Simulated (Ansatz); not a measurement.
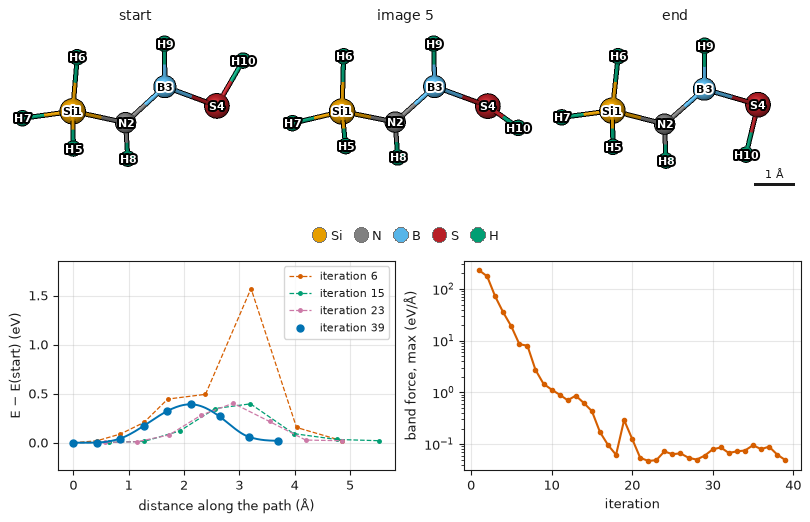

NEB run on BSiNH₆S. Images are numbered from 0 (start) to 8 (end). The plot follows the band through its iterations. A ball-and-stick model, seen from a free direction.

The calculation used Ansatz 0.2.0, RKS BHLYP-D4/6-31G*. Run with 7 movable images; climbing image; force threshold 0.05 eV/Å; iteration limit 60; starting path through a guess of the saddle point.

Judge this run.

Answer. The result is final at these settings. The band converged in 39 iterations. The largest component of the band force went from 230 to 0.049 eV/Å. The climbing image converged on the top of the path. Its vibrational analysis gives one imaginary mode (377i cm⁻¹), as a transition state must have. The first iteration put the highest image at 56.10 eV. The energy climbs by 0.39 eV to image 5 and then falls by 0.37 eV, so the end point sits at +0.02 eV.
